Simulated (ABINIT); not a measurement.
# CsAuBr3 (I4/mmm): G0W0 with ABINIT, start to end, part 2 of 3

Wanted: ground state, empty states, screening and self-energy for CsAuBr3 (I4/mmm).

ABINIT 10.8.3; LDA and many-body steps on it, plane waves. Known limits of the many-body steps: not at the basis limit; d shell near the gap, gap tends to lie low; no spin-orbit coupling; coarse k mesh.

So far. Step 2 (Ground state): The gap is direct, at (-0.250, 0.250, 0.250).

**3. Bands along the symmetry lines**

Level of this step: DFT, LDA, plane waves, norm-conserving pseudopotentials (ABINIT).

The cheap functional maps the bands first; the places of the edges decide which points the dearer methods must see.

run.abi reads:

```
acell 3*1.0 Angstrom
rprim 
  -3.879600000000 3.879600000000 5.653950000000
  3.879600000000 -3.879600000000 5.653950000000
  3.879600000000 3.879600000000 -5.653950000000
ntypat 3
znucl 55 79 35
natom 10
typat 1 1 2 2 3 3 3 3 3 3
xred 
  0.750000000000 0.250000000000 0.500000000000
  0.250000000000 0.750000000000 0.500000000000
  0.000000000000 0.000000000000 0.000000000000
  0.500000000000 0.500000000000 0.000000000000
  0.222000000000 0.222000000000 0.444000000000
  0.222000000000 0.778000000000 0.000000000000
  0.778000000000 0.778000000000 0.556000000000
  0.778000000000 0.222000000000 0.000000000000
  0.712200000000 0.712200000000 0.000000000000
  0.287800000000 0.287800000000 0.000000000000
pp_dirpath "pseudos"
pseudos "Cs.upf, Au.upf, Br.upf"
ecut 28
iscf -2
irdden 1
kptopt 0
nkpt 31
kpt 
  0.00000000 0.00000000 0.00000000
  0.00000000 0.00000000 0.16666667
  0.00000000 0.00000000 0.33333333
  0.00000000 0.00000000 0.50000000
  0.08333333 0.08333333 0.41666667
  0.16666667 0.16666667 0.33333333
  0.25000000 0.25000000 0.25000000
  0.16666667 0.33333333 0.16666667
  0.08333333 0.41666667 0.08333333
  0.00000000 0.50000000 0.00000000
  0.00000000 0.33333333 0.00000000
  0.00000000 0.16666667 0.00000000
  0.00000000 0.00000000 0.00000000
  0.16666667 0.16666667 -0.16666667
  0.33333333 0.33333333 -0.33333333
  0.50000000 0.50000000 -0.50000000
  0.45590303 0.54409697 -0.45590303
  0.41180605 0.58819395 -0.41180605
  0.36770908 0.63229092 -0.36770908
  -0.36770908 0.36770908 0.36770908
  -0.24513939 0.24513939 0.24513939
  -0.12256969 0.12256969 0.12256969
  0.00000000 0.00000000 0.00000000
  0.00000000 0.00000000 0.50000000
  -0.07847272 0.07847272 0.50000000
  -0.15694545 0.15694545 0.50000000
  -0.23541817 0.23541817 0.50000000
  0.50000000 0.50000000 -0.23541817
  0.50000000 0.50000000 -0.32361211
  0.50000000 0.50000000 -0.41180606
  0.50000000 0.50000000 -0.50000000
istwfk *1
nband 56
nbdbuf 2
tolwfr 1e-08
nstep 40
prtwf 0
prtvol 0
indata_prefix "in"
outdata_prefix "out"
tmpdata_prefix "tmp"
```

On the command line:

```console
$ OMP_NUM_THREADS=1 mpirun -n 4 abinit run.abi > log
```

Numbers of over 12 decimals in the logs are rounded to 6 here.

Output:

```text
.Version 10.8.3 of ABINIT. v10.8.2 released Aug 2026.

 Symmetries : space group I4/m m m (#139); Bravais tI (body-center tetrag.)
[... echo of the input left out ...]
== DATASET  1 ==================================================================
-   mpi_nproc: 4, omp_nthreads: 1 (-1 if OMP is not activated)

--- !DatasetInfo
iteration_state: {dtset: 1, }
dimensions: {natom: 10, nkpt: 31, mband: 56, nsppol: 1, nspinor: 1, nspden: 1, mpw: 16300, }
cutoff_energies: {ecut:  28.0, pawecutdg:  -1.0, }
electrons: {nelect:   9.80000000E+01, charge:   0.00000000E+00, occopt:   1.00000000E+00, tsmear:   1.00000000E-02, }

 Real(R)+Recip(G) space primitive vectors, cartesian coordinates (Bohr,Bohr^-1):
 R(1)= -7.3313815  7.3313815 10.6844170  G(1)=  0.0000000  0.0682000  0.0467971
 R(2)=  7.3313815 -7.3313815 10.6844170  G(2)=  0.0682000  0.0000000  0.0467971
 R(3)=  7.3313815  7.3313815-10.6844170  G(3)=  0.0682000  0.0682000  0.0000000
 Unit cell volume ucvol=  2.2971135E+03 bohr^3
 Angles (23,13,12)=  1.20998783E+02  1.20998783E+02  8.82785913E+01 degrees

 getcut: wavevector=  0.0000  0.0000  0.0000  ngfft=  72  72  72
         ecut(hartree)=     28.000   => boxcut(ratio)=   2.03066

--- Pseudopotential description ------------------------------------------------
- Cs Generated using ONCVPSP code by D. R. Hamann
- 55.00000   9.00000  201201                  znucl, zion, pspdat
12 -1012 3 -1 2328                            pspcod,pspxc,lmax,lloc,mmax
     nproj     2     2     2     2
  pspatm : epsatm=   21.68725381
         --- l  ekb(1:nproj) -->
             0    6.247599    0.778427
             1    6.343167    0.797067
             2    3.778962    0.917083
[...]
pspatm: atomic psp has been read  and splines computed

- Au Generated using ONCVPSP code by D. R. Hamann
- 79.00000  19.00000  180309                  znucl, zion, pspdat
12 -1012 3 -1 1324                            pspcod,pspxc,lmax,lloc,mmax
     nproj     2     2     2     1
  pspatm : epsatm=   32.25374102
         --- l  ekb(1:nproj) -->
[...]
3    1.195209
 pspatm: atomic psp has been read  and splines computed

- Br Generated using ONCVPSP code by D. R. Hamann
- 35.00000   7.00000  180309                  znucl, zion, pspdat
12 -1012 2 -1 1084                            pspcod,pspxc,lmax,lloc,mmax
     nproj     2     2     2     0
  pspatm : epsatm=   10.24179696
         --- l  ekb(1:nproj) -->
[...]
pspatm: atomic psp has been read  and splines computed

--------------------------------------------------------------------------------

================================================================================
 prteigrs : about to open file out_EIG
 Non-SCF case, kpt    1 (  0.00000  0.00000  0.00000), residuals and eigenvalues=
  4.38E-09  6.57E-09  2.34E-09  9.16E-09  4.10E-09  7.14E-09  5.67E-09  6.64E-09
[...]
5.2385E-02  1.3660E-01  2.3083E-01  2.6820E-01  2.8449E-01  2.8979E-01
  2.9207E-01  2.9207E-01

--- !ResultsGS
iteration_state: {dtset: 1, }
comment   : Summary of ground state results
lattice_vectors:
- [ -7.3313815,   7.3313815,  10.6844170, ]
- [  7.3313815,  -7.3313815,  10.6844170, ]
- [  7.3313815,   7.3313815, -10.6844170, ]
lattice_lengths: [  14.88809,   14.88809,   14.88809, ]
lattice_angles: [120.999, 120.999,  88.279, ] # degrees, (23, 13, 12)
lattice_volume:   2.2971135E+03
convergence: {deltae:  0.000E+00, res2:  0.000E+00, residm:  9.998E-09, diffor:  0.000E+00, }
etotal    :  -4.36993064E+02
entropy   :   0.00000000E+00
fermie    :   7.11958228E-02
cartesian_stress_tensor: null
pressure_GPa: null
xred      :
- [  7.5000E-01,   2.5000E-01,   5.0000E-01, Cs]
- [  2.5000E-01,   7.5000E-01,   5.0000E-01, Cs]
- [  0.0000E+00,   0.0000E+00,   0.0000E+00, Au]
- [  5.0000E-01,   5.0000E-01,  -3.5787E-18, Au]
- [  2.2200E-01,   2.2200E-01,   4.4400E-01, Br]
- [  2.2200E-01,   7.7800E-01,   1.6069E-18, Br]
- [  7.7800E-01,   7.7800E-01,   5.5600E-01, Br]
- [  7.7800E-01,   2.2200E-01,  -1.3827E-17, Br]
- [  7.1220E-01,   7.1220E-01,  -5.0974E-18, Br]
- [  2.8780E-01,   2.8780E-01,  -2.0599E-18, Br]
cartesian_forces: null
force_length_stats: {min: null, max: null, mean: null, }

 Integrated electronic density in atomic spheres:
 ------------------------------------------------
 Atom  Sphere_radius  Integrated_density
[...]
================================================================================

 ----iterations are completed or convergence reached----

 Mean square residual over all n,k,spin=   69.299E-10; max=  99.976E-10
 reduced coordinates (array xred) for   10 atoms
[...]
0.712200000000      0.712200000000     -0.000000000000
       0.287800000000      0.287800000000     -0.000000000000

 cartesian coordinates (angstrom) at end:
    1      0.000000     3.879600     2.826975
    2      3.879600     0.000000     2.826975
    3      0.000000     0.000000     0.000000
[...]
9      0.000000    -0.000000     8.053486
   10     -0.000000     0.000000     3.254414
 length scales=  1.889726125908  1.889726125908  1.889726125908 bohr
              =  1.000000000000  1.000000000000  1.000000000000 angstroms
 prteigrs : about to open file out_EIG
 Eigenvalues (hartree) for nkpt=  31  k points:
 kpt#   1, nband= 56, wtk=  1.00000, kpt=  0.0000  0.0000  0.0000 (reduced coord)
[...]
kpt#   2, nband= 56, wtk=  1.00000, kpt=  0.0000  0.0000  0.1667 (reduced coord)
[...]
kpt#   3, nband= 56, wtk=  1.00000, kpt=  0.0000  0.0000  0.3333 (reduced coord)
[...]
kpt#  30, nband= 56, wtk=  1.00000, kpt=  0.5000  0.5000 -0.4118 (reduced coord)
[...]
kpt#  31, nband= 56, wtk=  1.00000, kpt=  0.5000  0.5000 -0.5000 (reduced coord)
[...]
0.01995    0.02075    0.02639    0.02639    0.03498    0.03498    0.05186    0.05186
   0.05238    0.13660    0.23083    0.26820    0.28449    0.28979    0.29207    0.29207

== END DATASET(S) ==============================================================
================================================================================

 -outvars: echo values of variables after computation  --------
            nband          56
             nkpt          31
          spgroup         139
 [... the other variables as echoed above ...]

 Calculation completed.
```

Wall time 6 min (4 MPI ranks of Intel Xeon Platinum 8488C (Sapphire Rapids), shared host); peak memory 0.9 GiB; 24 min of CPU time.

Numbers from this step:

| Item | Value |
| --- | --- |
| gap | 0.8841 eV |
| k of the valence top | -0.2451, 0.2451, 0.2451 |
| k of the conduction bottom | -0.2451, 0.2451, 0.2451 |
| least direct gap | 0.8841 eV |

The gap is 0.884 eV, −0.010 eV from the run before at this level.

Electronic bands along the path, in eV, zero at the top of the highest filled band:

```
     point  band 46  band 47  band 48  band 49  band 50  band 51  band 52  band 53
         Γ    -0.71    -0.51    -0.38    -0.38     1.77     2.89     4.25     4.81
         X    -0.90    -0.72    -0.64    -0.41     1.88     4.41     5.56     5.71
         P    -0.93    -0.72    -0.62    -0.62     1.70     4.19     5.11     6.09
         N    -0.74    -0.72    -0.52    -0.06     0.89     3.60     3.83     5.39
         Γ    -0.71    -0.51    -0.38    -0.38     1.77     2.89     4.25     4.81
         M    -1.00    -0.54    -0.54    -0.52     1.77     4.33     5.35     5.79
         S    -0.65    -0.58    -0.54    -0.52     1.31     4.44     4.54     5.67
jump to S0    -0.65    -0.58    -0.54    -0.52     1.31     4.44     4.54     5.67
         Γ    -0.71    -0.51    -0.38    -0.38     1.77     2.89     4.25     4.81
 jump to X    -0.90    -0.72    -0.64    -0.41     1.88     4.41     5.56     5.71
         R    -0.69    -0.59    -0.51    -0.40     1.28     4.60     4.70     5.97
 jump to G    -0.69    -0.59    -0.51    -0.40     1.28     4.60     4.70     5.97
         M    -1.00    -0.54    -0.54    -0.52     1.77     4.33     5.35     5.79
```

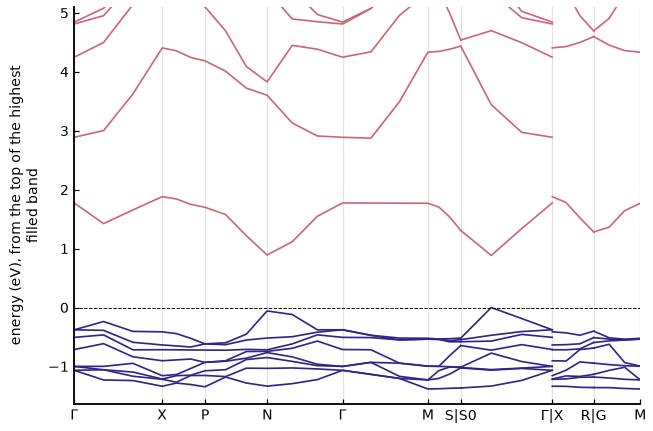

Electronic bands along the path; lines of filled and empty bands in two colours.

**4. Empty states on the mesh, 2×2×2 mesh, 471 bands**

The sums over transitions need many empty states on a uniform mesh; this step solves for them.

run.abi reads:

```
acell 3*1.0 Angstrom
rprim 
  -3.879600000000 3.879600000000 5.653950000000
  3.879600000000 -3.879600000000 5.653950000000
  3.879600000000 3.879600000000 -5.653950000000
ntypat 3
znucl 55 79 35
natom 10
typat 1 1 2 2 3 3 3 3 3 3
xred 
  0.750000000000 0.250000000000 0.500000000000
  0.250000000000 0.750000000000 0.500000000000
  0.000000000000 0.000000000000 0.000000000000
  0.500000000000 0.500000000000 0.000000000000
  0.222000000000 0.222000000000 0.444000000000
  0.222000000000 0.778000000000 0.000000000000
  0.778000000000 0.778000000000 0.556000000000
  0.778000000000 0.222000000000 0.000000000000
  0.712200000000 0.712200000000 0.000000000000
  0.287800000000 0.287800000000 0.000000000000
pp_dirpath "pseudos"
pseudos "Cs.upf, Au.upf, Br.upf"
ecut 28
ngkpt 2 2 2
nshiftk 1
shiftk 0 0 0
kptopt 1
chksymbreak 0
iscf -2
irdden 1
istwfk *1
nband 471
nbdbuf 42
tolwfr 1e-09
nstep 60
prtvol 0
indata_prefix "in"
outdata_prefix "out"
tmpdata_prefix "tmp"
```

Output:

```text
.Version 10.8.3 of ABINIT. v10.8.2 released Aug 2026.

 Symmetries : space group I4/m m m (#139); Bravais tI (body-center tetrag.)
[... echo of the input left out ...]
== DATASET  1 ==================================================================
-   mpi_nproc: 4, omp_nthreads: 1 (-1 if OMP is not activated)

--- !DatasetInfo
iteration_state: {dtset: 1, }
dimensions: {natom: 10, nkpt: 4, mband: 471, nsppol: 1, nspinor: 1, nspden: 1, mpw: 16300, }
cutoff_energies: {ecut:  28.0, pawecutdg:  -1.0, }
electrons: {nelect:   9.80000000E+01, charge:   0.00000000E+00, occopt:   1.00000000E+00, tsmear:   1.00000000E-02, }

 Real(R)+Recip(G) space primitive vectors, cartesian coordinates (Bohr,Bohr^-1):
 R(1)= -7.3313815  7.3313815 10.6844170  G(1)=  0.0000000  0.0682000  0.0467971
 R(2)=  7.3313815 -7.3313815 10.6844170  G(2)=  0.0682000  0.0000000  0.0467971
 R(3)=  7.3313815  7.3313815-10.6844170  G(3)=  0.0682000  0.0682000  0.0000000
 Unit cell volume ucvol=  2.2971135E+03 bohr^3
 Angles (23,13,12)=  1.20998783E+02  1.20998783E+02  8.82785913E+01 degrees

 getcut: wavevector=  0.0000  0.0000  0.0000  ngfft=  72  72  72
         ecut(hartree)=     28.000   => boxcut(ratio)=   2.03066

--- Pseudopotential description ------------------------------------------------
- Cs Generated using ONCVPSP code by D. R. Hamann
- 55.00000   9.00000  201201                  znucl, zion, pspdat
12 -1012 3 -1 2328                            pspcod,pspxc,lmax,lloc,mmax
     nproj     2     2     2     2
  pspatm : epsatm=   21.68725381
         --- l  ekb(1:nproj) -->
             0    6.247599    0.778427
             1    6.343167    0.797067
             2    3.778962    0.917083
[...]
pspatm: atomic psp has been read  and splines computed

- Au Generated using ONCVPSP code by D. R. Hamann
- 79.00000  19.00000  180309                  znucl, zion, pspdat
12 -1012 3 -1 1324                            pspcod,pspxc,lmax,lloc,mmax
     nproj     2     2     2     1
  pspatm : epsatm=   32.25374102
         --- l  ekb(1:nproj) -->
[...]
3    1.195209
 pspatm: atomic psp has been read  and splines computed

- Br Generated using ONCVPSP code by D. R. Hamann
- 35.00000   7.00000  180309                  znucl, zion, pspdat
12 -1012 2 -1 1084                            pspcod,pspxc,lmax,lloc,mmax
     nproj     2     2     2     0
  pspatm : epsatm=   10.24179696
         --- l  ekb(1:nproj) -->
[...]
pspatm: atomic psp has been read  and splines computed

--------------------------------------------------------------------------------

================================================================================
 prteigrs : about to open file out_EIG
 Non-SCF case, kpt    1 (  0.00000  0.00000  0.00000), residuals and eigenvalues=
  5.06E-10  4.32E-10  2.95E-10  3.57E-10  2.86E-10  3.00E-10  2.45E-10  3.30E-10
[...]
-1.9632E+00 -1.9632E+00 -6.6982E-01 -6.6951E-01 -4.6476E-01 -4.4332E-01
 -4.4332E-01 -4.4302E-01 -4.4237E-01 -4.3565E-01 -1.8753E-01 -1.8753E-01
[...]
2.2895E+00  2.2956E+00  2.2956E+00  2.3079E+00  2.3083E+00  2.3095E+00
  2.3198E+00  2.3273E+00  2.3302E+00  2.3316E+00  2.3332E+00  2.3356E+00
[...]
prteigrs : prtvol=0 or 1, do not print more k-points.

--- !ResultsGS
iteration_state: {dtset: 1, }
comment   : Summary of ground state results
lattice_vectors:
- [ -7.3313815,   7.3313815,  10.6844170, ]
- [  7.3313815,  -7.3313815,  10.6844170, ]
- [  7.3313815,   7.3313815, -10.6844170, ]
lattice_lengths: [  14.88809,   14.88809,   14.88809, ]
lattice_angles: [120.999, 120.999,  88.279, ] # degrees, (23, 13, 12)
lattice_volume:   2.2971135E+03
convergence: {deltae:  0.000E+00, res2:  0.000E+00, residm:  9.977E-10, diffor:  0.000E+00, }
etotal    :  -4.36993064E+02
entropy   :   0.00000000E+00
fermie    :   7.11958228E-02
cartesian_stress_tensor: null
pressure_GPa: null
xred      :
- [  7.5000E-01,   2.5000E-01,   5.0000E-01, Cs]
- [  2.5000E-01,   7.5000E-01,   5.0000E-01, Cs]
- [  0.0000E+00,   0.0000E+00,   0.0000E+00, Au]
- [  5.0000E-01,   5.0000E-01,  -3.5787E-18, Au]
- [  2.2200E-01,   2.2200E-01,   4.4400E-01, Br]
- [  2.2200E-01,   7.7800E-01,   1.6069E-18, Br]
- [  7.7800E-01,   7.7800E-01,   5.5600E-01, Br]
- [  7.7800E-01,   2.2200E-01,  -1.3827E-17, Br]
- [  7.1220E-01,   7.1220E-01,  -5.0974E-18, Br]
- [  2.8780E-01,   2.8780E-01,  -2.0599E-18, Br]
cartesian_forces: null
force_length_stats: {min: null, max: null, mean: null, }

 Integrated electronic density in atomic spheres:
 ------------------------------------------------
 Atom  Sphere_radius  Integrated_density
[...]
================================================================================

 ----iterations are completed or convergence reached----

 Mean square residual over all n,k,spin=   50.876E-11; max=  99.765E-11
 reduced coordinates (array xred) for   10 atoms
[...]
0.712200000000      0.712200000000     -0.000000000000
       0.287800000000      0.287800000000     -0.000000000000

 cartesian coordinates (angstrom) at end:
    1      0.000000     3.879600     2.826975
    2      3.879600     0.000000     2.826975
    3      0.000000     0.000000     0.000000
[...]
9      0.000000    -0.000000     8.053486
   10     -0.000000     0.000000     3.254414
 length scales=  1.889726125908  1.889726125908  1.889726125908 bohr
              =  1.000000000000  1.000000000000  1.000000000000 angstroms
 prteigrs : about to open file out_EIG
 Eigenvalues (hartree) for nkpt=   4  k points:
 kpt#   1, nband=471, wtk=  0.12500, kpt=  0.0000  0.0000  0.0000 (reduced coord)
[...]
2.26355    2.26598    2.26972    2.28098    2.28830    2.28923    2.28928    2.28942
   2.28946    2.29558    2.29560    2.30790    2.30827    2.30945    2.31982    2.32731
   2.33020    2.33155    2.33317    2.33563    2.33888    2.34099    2.34542
 prteigrs : prtvol=0 or 1, do not print more k-points.

== END DATASET(S) ==============================================================
================================================================================

 -outvars: echo values of variables after computation  --------
            nband         471
             nkpt           4
          spgroup         139
 [... the other variables as echoed above ...]

 Calculation completed.
```

Run time: 14 min. Hardware: 4 MPI ranks; peak memory 1 GiB.

Numbers from this step:

* gap: 0.9502 eV
* k of the valence top: 0.5, 0, 0
* k of the conduction bottom: 0.5, 0, 0
* least direct gap: 0.9502 eV
* k points computed: 4
* lowest point of the top converged band, above the valence top: 56.5567 eV

On this mesh the gap is 0.950 eV. The earlier step found 0.894 eV, so this mesh misses an edge.

[end of part 2 of 3]

[Paths, hosts, dates, memory and timing lines, banners, echoed tables and standing remarks are left out of the program output.]

[Logs are printed without paths, hosts, clocks, repeated set-up lines and the standing remarks that a program may print on its own settings, such as how far it seeks lower states.]

[Runs of the session that timed out or met a known fault of the program may be left out.]

[Hosts, paths, dates, database ids (printed as entryN), source tags and the programs' standing remarks are cut or masked in the printed files.]

[G0W0 gaps are taken among the corrected bands and points alone; a level outside them can change the order at an edge.]

[Where Ansatz stands beside ABINIT at settings called matched, ABINIT's density can come from a denser mesh and the files from another edition; pairs whose starting gaps differed by over 0.03 eV were left out, so agreement reads better than it is.]
